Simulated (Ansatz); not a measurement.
**C2HClFIn (SMILES C#[C][In]([F])[Cl]): SVWN5/def2-SVP (core potential)**

What is the vertical singlet–triplet gap of C2HClFIn at SVWN5/def2-SVP (core potential)? 

The results are computed with Ansatz 0.2.0.

117 further runs of the same task are left out: 1 that didn't finish, 116 set aside as unsound or not needed.

## 1. The molecule

C2HClFIn: 6 atoms, total charge 0, spin state singlet. As SMILES, `C#[C][In]([F])[Cl]`. Geometry: relaxed at PBE0-D4/def2-TZVP.

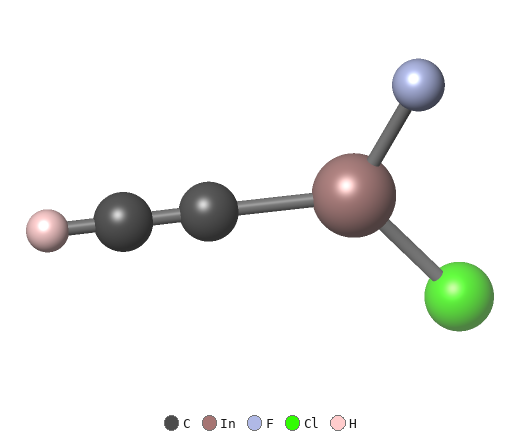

The structure, seen from a chosen angle (carbon dark grey, indium brown, fluorine light blue, chlorine green, hydrogen pink).

## 2. The energy at SVWN5/def2-SVP (core potential)

Contents of input.yaml:

```yaml
basis:
  gaussian: {orbitals: def2-SVP}
crystal:
  periodic: [false, false, false]
  atoms:
    - {symbol: C, position_ang: [1.088300, 0.340300, 1.700800]}
    - {symbol: C, position_ang: [0.438900, 0.120100, 0.708700]}
    - {symbol: In, position_ang: [-0.655800, -0.235700, -0.984700]}
    - {symbol: F, position_ang: [-1.773600, -1.806600, -1.123700]}
    - {symbol: Cl, position_ang: [-0.759200, 1.049500, -2.880900]}
    - {symbol: H, position_ang: [1.661500, 0.532400, 2.579900]}
hamiltonian: {xc: {name: SVWN5}}
accuracy: high
output: {orbitals: {seedname: orbitals}}
```

The run is started by

```console
ansatz run input.yaml --threads 1 --pin off --max-ram 3480MiB --events-out events.jsonl --progress --plain --runs-dir runs
```

The program printed:

```text
Warning: RAYON_NUM_THREADS=1 ignored (pool sized by the plan → 1); use --threads N
Functional definition: SVWN5
  name "SVWN5"
  exchange = slater_x
  correlation = vwn5_c
1941 factors; integrals over basis functions are off by at most 3.4e-9 eV
mean field evaluation 1: about -22400.9894 eV, gradient 6.1e1 eV
mean field evaluation 2: about -22347.7773 eV, gradient 1.6e2 eV
mean field evaluation 4: about -22409.0783 eV, gradient 2.3e1 eV
mean field evaluation 8: about -22410.2778 eV, gradient 7.5e-1 eV
mean field evaluation 16: about -22410.2735 eV, gradient 3.1e-5 eV
mean field -22410.27348438 eV, -823.5623603219 hartree, gradient 7.5e-8 eV, S^2 0.000000; 0 other end points of the search recorded, 0 dependent functions left out
reference -22410.27348866 eV, -823.5623604792 hartree; 30, 30 occupied and 61, 61 virtual orbitals, 1941 factors
Total energy: -22410.27348866 eV, -823.5623604792 hartree
```

Wall time 4.5 s (1 thread of Arm Neoverse V2, shared host); peak memory 0.22 GiB.

## 3. The triplet at the same level

Contents of in.yaml:

```yaml
crystal:
  periodic: [false, false, false]
  atoms:
    - {symbol: C, position_ang: [1.088300, 0.340300, 1.700800]}
    - {symbol: C, position_ang: [0.438900, 0.120100, 0.708700]}
    - {symbol: In, position_ang: [-0.655800, -0.235700, -0.984700]}
    - {symbol: F, position_ang: [-1.773600, -1.806600, -1.123700]}
    - {symbol: Cl, position_ang: [-0.759200, 1.049500, -2.880900]}
    - {symbol: H, position_ang: [1.661500, 0.532400, 2.579900]}
basis:
  gaussian:
    orbitals: def2-SVP
magnetization:
  spin_polarized: true
  initial_magnetization: 2
hamiltonian:
  xc: {name: SVWN5}
accuracy: high
output:
  orbitals: {seedname: orbitals}
```

The run is started by

```console
ansatz run in.yaml --threads 1 --pin off --max-ram 3480MiB --events-out events.jsonl --progress --plain --runs-dir runs
```

The program printed, cut to the lines that bear on the results:

```text
Warning: RAYON_NUM_THREADS=1 ignored (pool sized by the plan → 1); use --threads N
[... 2 set-up lines as earlier in the session ...]
[...]
1941 factors; integrals over basis functions are off by at most 3.4e-9 eV
[...]
mean field -22405.28563480 eV, -823.3790602308 hartree, gradient 2.1e-8 eV, S^2 2.001753; 20 other end points of the search recorded, 0 dependent functions left out
reference -22405.28563890 eV, -823.3790603817 hartree; 31, 29 occupied and 60, 62 virtual orbitals, 1941 factors
Total energy: -22405.28563890 eV, -823.3790603817 hartree
```

Run time: 54 s. Hardware: 1 thread of Arm Neoverse V2, shared host; peak memory 0.29 GiB.

## 4. What came out

At SVWN5/def2-SVP (core potential):

| quantity | value |
| --- | --- |
| singlet: total energy | -823.56236 Eh |
| singlet: HOMO energy | -7.74 eV |
| singlet: LUMO energy | -2.93 eV |
| singlet: HOMO–LUMO gap | 4.81 eV |
| triplet: total energy | -823.37906 Eh |
| triplet: HOMO energy (highest over α and β) | -3.23 eV |
| triplet: ⟨S²⟩ | 2.002 |
| vertical energy of the triplet above the singlet | 4.988 eV |

What this shows: At this shape the triplet lies 4.99 eV (481 kJ/mol) above the singlet.
